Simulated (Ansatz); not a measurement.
Band structure of the (001) slab of MgMo3 (cut from a parent of space group no. 225; 8 atoms in the cell).

```yaml
crystal:
  lattice:
    - [4.50924, 0.00000, 0.00000]
    - [-4.50924, 4.50924, 0.00000]
    - [0.00000, 0.00000, 14.78280]
  atoms:
    - { symbol: Mg, position: [0.00000, 0.00000, 0.66177] }
    - { symbol: Mg, position: [0.00000, 0.50000, 0.44608] }
    - { symbol: Mo, position: [0.50000, 0.00000, 0.55392] }
    - { symbol: Mo, position: [0.50000, 0.50000, 0.55392] }
    - { symbol: Mo, position: [0.00000, 0.50000, 0.66177] }
    - { symbol: Mo, position: [0.50000, 0.50000, 0.33823] }
    - { symbol: Mo, position: [0.50000, 0.00000, 0.33823] }
    - { symbol: Mo, position: [0.00000, 0.00000, 0.44608] }
```

Level of theory: PBE, PAW files (plane waves; Ansatz, a program for electronic structure).

Settings: kpoints.mp_grid.grid = 5 5 1; hamiltonian.xc = pbe; hamiltonian.pseudopotentials = {kind: paw} (the program's default PAW files); scf.occupations.method = fermi_dirac; scf.occupations.width = 0.136 eV; kpoints.band_path.path = [[0.5, 0.0, 0.0], [0.0, 0.0, 0.0], [0.0, 0.5, 0.0], [0.5, 0.0, 0.0]]; kpoints.band_path.npoints = 8.

The starting cell comes from a database of computed structures (which also holds hypothetical and non-ambient phases and stackings), without a prior relaxation at this level. The slab is cut from that crystal, and its faces are unrelaxed. Spin polarisation is off. The two faces of this cut differ, and no dipole correction was used.

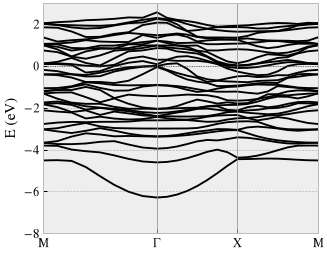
Figure: Bands along the path, energies from the Fermi level.

Levels in eV from the Fermi level, bands 48 to 55:
```tsv
point	48	49	50	51	52	53	54	55
M	-1.07	-0.41	-0.41	-0.20	0.08	0.11	0.11	0.73
Γ	-0.92	-0.06	-0.01	-0.01	0.07	0.29	0.84	0.97
X	-0.99	-0.94	-0.77	-0.50	-0.28	-0.11	-0.01	0.02
```

Bands cross the Fermi level along this path, so the cell is metallic at this level.

Keys are those of Ansatz 0.2.
